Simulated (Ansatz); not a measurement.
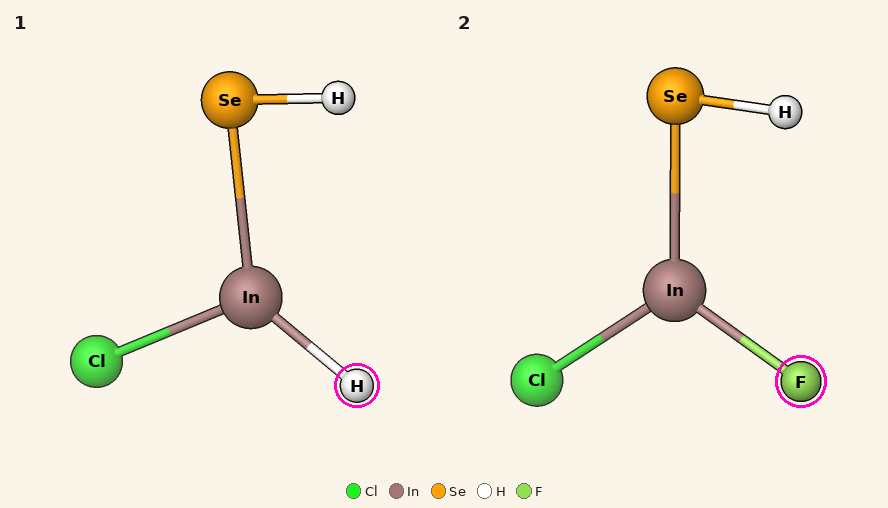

2 molecules with one skeleton, seen from the same side and at one scale; the atom that differs is circled. Each species is neutral and a spin singlet. Computed geometries: PBE0-D4/def2-TZVP optimisations, one conformation each. Properties computed with Ansatz 0.2.0. Elements past Kr carry core potentials.

One atom differs, called X below: H in panel 1, F in panel 2. Their formulas are ClH2InSe (`[Cl][InH][SeH]`), ClFHInSe (`[F][In]([Cl])[SeH]`).

**In which is the length of X–In larger (PBE0-D4/def2-TZVP)?**

In panel 2 (X = F).

**In which is the harmonic X–In stretching wavenumber higher (PBE0-D4/def2-TZVP)?**

In panel 1 (X = H).

Give the values. With PBE0-D4/def2-TZVP: length of X–In (Å), angle Se–In–X (°), harmonic X–In stretching wavenumber (cm⁻¹). With ωB97M-V/def2-TZVPP: dipole moment (D), HOMO energy (Kohn–Sham orbital) (eV), HOMO–LUMO gap (eV).

| quantity | 1 (H) | 2 (F) | 2 − 1 |
| --- | --- | --- | --- |
| length of X–In (Å) | 1.702 | 1.938 | +0.236 |
| angle Se–In–X (°) | 130.0 | 118.7 | −11.3 |
| dipole moment (D) | 2.82 | 2.35 | −0.47 |
| HOMO energy (Kohn–Sham orbital) (eV) | −9.64 | −10.16 | −0.52 |
| HOMO–LUMO gap (eV) | 9.46 | 9.50 | +0.04 |
| harmonic X–In stretching wavenumber (cm⁻¹) | 1877 | 598 | −1279 |
